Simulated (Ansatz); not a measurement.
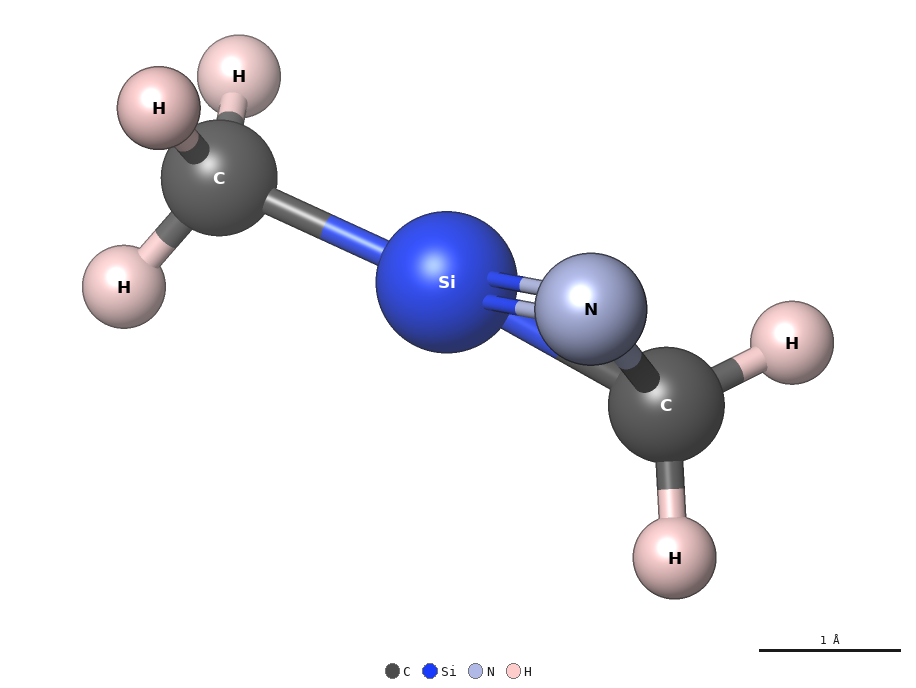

Depth is shown by fading: the farther an atom, the more it takes the colour of the background. The geometry was computed by an optimisation with PBE0-D4/def2-TZVP. No frequency run is at hand to confirm it as a minimum. Masses are those of the most abundant isotopes; constants are for the rigid equilibrium geometry.

### Classify the rotor and give the rotational constants (MHz).

An asymmetric top (Cs): A = 22329, B = 4040, C = 3578 MHz. Ray's parameter κ is −0.95, close to the prolate limit.
